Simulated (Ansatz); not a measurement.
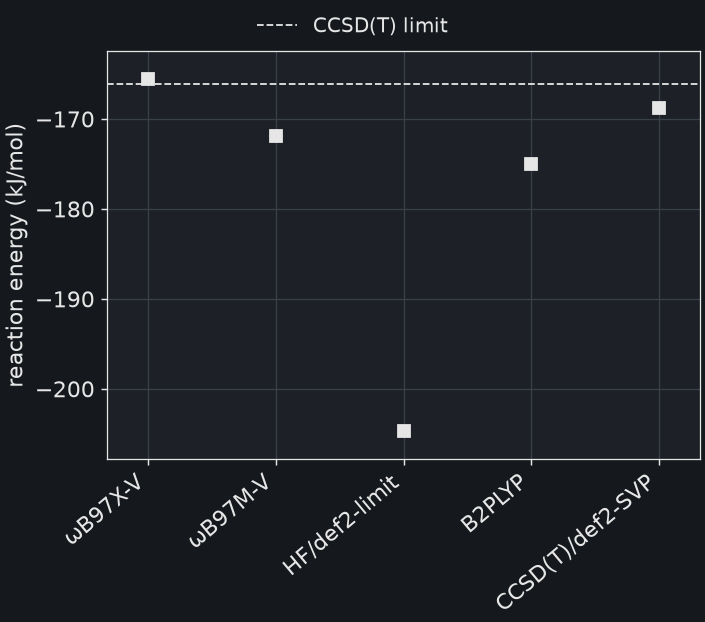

Electronic reaction energy of Si₂NH₅F₂ (N[Si](F)(F)[SiH3]) + HF (F) → SiNH₂F₃ (N[Si](F)(F)F) + SiH₄ ([SiH4]) (SMILES in brackets) at several levels (functionals in def2-TZVPP unless a basis is named), isolated molecules at PBE0-D4 triple-zeta geometries, minima by their frequencies, no zero-point or thermal terms, the Ansatz code 0.2.0. The line is frozen-core CCSD(T) at the basis limit (MP2 extrapolated from triple and quadruple zeta, plus CCSD(T) less MP2 in a smaller set). B2PLYP holds a correlation term that converges slowly with the basis, so part of the distance to the limit is basis error. No dispersion term is added to B2PLYP. The distance of CCSD(T)/def2-SVP to the limit includes basis error. The limit lies 4.5 kJ/mol from CCSD(T)/def2-TZVPP, so the line itself is uncertain by a part of that.

**Which level comes closest to the line (CCSD(T) limit), and which misses most?**

Closest ωB97X-V (−165.6 kJ/mol), against −166.1 kJ/mol; farthest HF/def2-limit (−204.7 kJ/mol).

**What do zero-point energy and temperature add?**

Zero-point change −0.5 kJ/mol; at 298.15 K and 1 bar the CCSD(T) limit plus thermal terms gives an enthalpy of reaction of −170.0 and a free energy of −167.0 kJ/mol (harmonic PBE0-D4 modes, ideal gas).
